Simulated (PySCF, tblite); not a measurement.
# C6H10BClO: geometry, infrared bands and NMR shifts

What infrared bands and NMR shifts should C6H10BClO (`C[C@H]1BOC(Cl)=CCC1`) show?

Computed with tblite 0.8.0 and PySCF 2.14.0, with density-fitted response routines of our own, on a single molecule in the gas phase. Atoms count from 0, in the outputs and in this text.

## Step 1: The molecule as given

19 atoms, charge 0, multiplicity 1; geometry from: force field or distance geometry start.

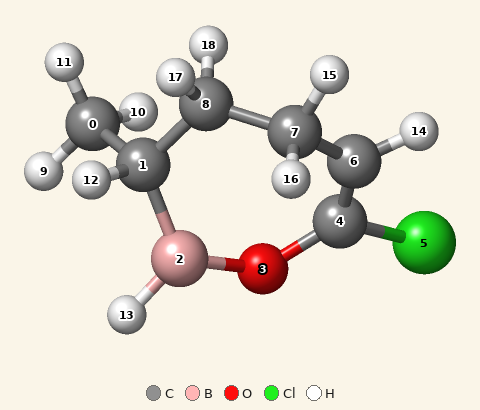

The starting geometry (carbon grey, boron pink, oxygen red, chlorine green, hydrogen white), atoms numbered.

## Step 2: Optimising the geometry with GFN2-xTB

What the job is given:

```
{"job": {"kind": "relax", "xc": "GFN2-xTB", "basis": "xTB"}, "charge": 0, "multiplicity": 1}
C      2.105000     0.343500    -0.670000
C      1.116100    -0.003000     0.451900
B      0.355400     1.297900     0.955300
O     -0.828500     1.869800     0.190900
C     -1.872500     1.142500    -0.383600
Cl    -3.069400     2.063400    -1.300500
C     -2.017100    -0.167400    -0.315800
C     -1.162200    -1.148200     0.381500
C      0.275900    -1.162000     0.123500
H      2.741700     1.140800    -0.293900
H      1.542500     0.719300    -1.560300
H      2.660500    -0.559900    -0.926400
H      1.766600    -0.283000     1.332600
H      1.008100     2.085200     1.557700
H     -2.902000    -0.543200    -0.838400
H     -1.577400    -2.161200     0.081000
H     -1.326900    -1.172000     1.499500
H      0.704300    -2.055500     0.664700
H      0.470200    -1.397700    -0.957300
```

On the command line:

```console
OMP_NUM_THREADS=1 python probes_run.py task.json out
```

This one command runs all jobs of the session in turn.

**Question.** This job is followed by: GFN2-xTB harmonic vibrations, gas phase; GIAO PBE0/pcSseg-1 NMR shielding, non-relativistic, gas phase. What will the session give for the following? strongest single infrared mode (GFN2-xTB); zero-point energy (GFN2-xTB); 13C shifts against TMS (PBE0/pcSseg-1); 1H shifts against TMS (PBE0/pcSseg-1, means over atoms taken as alike); 11B shifts against BF3·OEt2 (PBE0/pcSseg-1); 17O shifts against H2O (PBE0/pcSseg-1); 35Cl shifts against HCl (PBE0/pcSseg-1).

As calculated:

| quantity | value |
| --- | --- |
| strongest single infrared mode (GFN2-xTB) | 1332 cm⁻¹, 168 km/mol |
| zero-point energy (GFN2-xTB) | 94.8 kcal/mol |
| 13C shifts against TMS (PBE0/pcSseg-1) | 152.8, 119.0, 37.6, 36.8, 30.1, 17.6 ppm |
| 1H shifts against TMS (PBE0/pcSseg-1, means over atoms taken as alike) | 5.72, 5.17, 2.21, 2.15, 1.75, 1.36, 1.36, 1.17 ppm |
| 11B shifts against BF3·OEt2 (PBE0/pcSseg-1) | 48.8 ppm |
| 17O shifts against H2O (PBE0/pcSseg-1) | 260.8 ppm |
| 35Cl shifts against HCl (PBE0/pcSseg-1) | 297 ppm |

Relaxing lowered the energy by 1.295 eV in 114 steps; the close pair that moved most is B2–O3, from 1.521 to 1.335 Å. No mode is imaginary among the 51: a minimum at this level. The strongest single mode, at 1332 cm⁻¹, has its largest shares on H15, B2, H12 and O3 (the list is cut at 4 atoms). GFN2-xTB is a fitted tight-binding method: band positions and strengths are rough. Its intensities can rank the bands wrongly. The most deshielded carbon is C4 (alkene carbon bearing oxygen), at 152.8 ppm: an sp2 carbon further deshielded by the attached heteroatom. H14 (hydrogen on a β carbon of an enol-ether or enamine type C=C) lies farthest downfield among hydrogen, at 5.72 ppm; attached to an sp2 carbon and in the plane of the double bond. At PBE0/pcSseg-1: The largest span, 641 ppm, is at Cl5, where the paramagnetic term is -491 ppm.
